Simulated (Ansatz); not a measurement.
The calculation's input:

```
crystal:
  periodic: [false, false, false]
  atoms:
    - {symbol: Ru, position_ang: [0.196764, -0.256565, 0.288612]}
    - {symbol: O, position_ang: [-1.406459, -0.521604, 0.170008]}
    - {symbol: O, position_ang: [1.209695, 0.778169, -0.458620]}
basis:
  gaussian: {orbitals: def2-TZVP, initial_orbitals: start.molden}
total_charge: 1
magnetization: {spin_polarized: true, initial_magnetization: 1}
hamiltonian: {xc: pbe0, dispersion: d4}
output: {forces: true, orbitals: {seedname: orbitals}}
```

Command:

```sh
ansatz run in.yaml --threads 4 --pin off --events-out ev --progress --plain --max-ram 3916MiB
```

Geometry: PBE0-D4/def2-TZVP; core potentials replace the inner electrons of Ru.

Level of theory: Ansatz 0.2.0, UKS PBE0-D4/def2-TZVP.

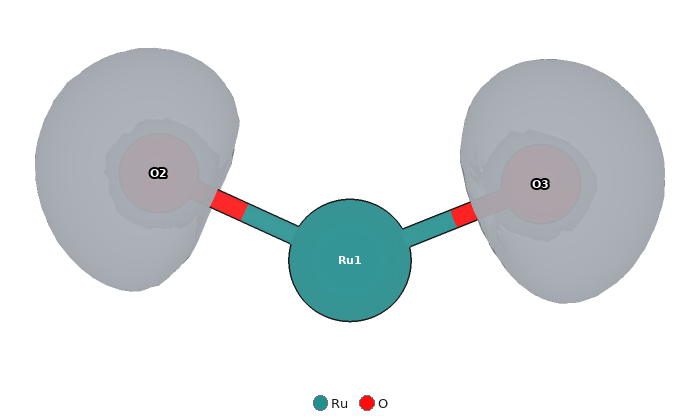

O$_{2}$Ru (charge +1, doublet). Isosurface of the ELF at 0.75 (grey), seen at an oblique angle. Only the valence region is drawn (cores and ρ < 0.01 e/Å³ removed).

What do the ELF domains correspond to?

Answer. The surface consists of two regions wrapped around O (the valence shell of each). Along the contacts the grid gives the following. Ru–O (1.63 Å): the ELF peaks at about 0.80 in the valence shell of O, 0.5 Å from its nucleus, and drops to about 0.40 between the two atoms.
